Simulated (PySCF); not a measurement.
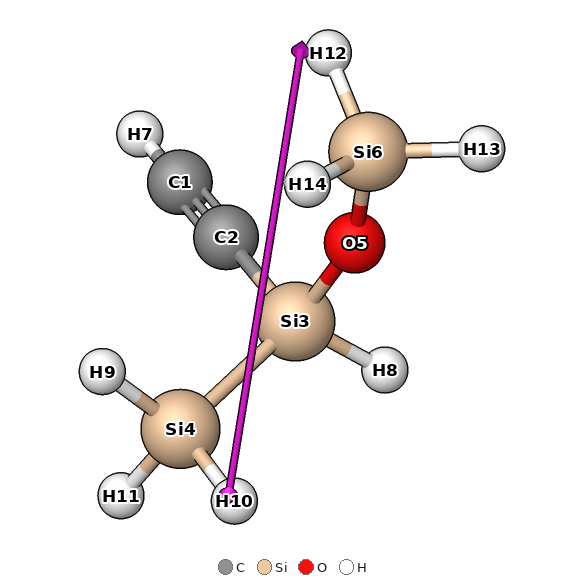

The double arrow shows the direction of the transition dipole to excited singlet state 7 (its length means nothing). The computed structure is the end point of a GFN2-xTB optimisation. No frequency run is at hand to confirm it as a minimum. Level of theory: TDDFT CAM-B3LYP/def2-SVPD, vertical, gas phase, core orbitals frozen in the response (PySCF 2.14.0).

Where does the transition lie, and how strong is it?

7.53 eV (165 nm), oscillator strength 0.092, mainly HOMO → LUMO+2 (weight 0.51); transition dipole 1.79 D.

The geometry is semi-empirical. Around Si such bond lengths and angles can be off by a tenth of an ångström or more and by several degrees, and values that hang on the shape move with them.
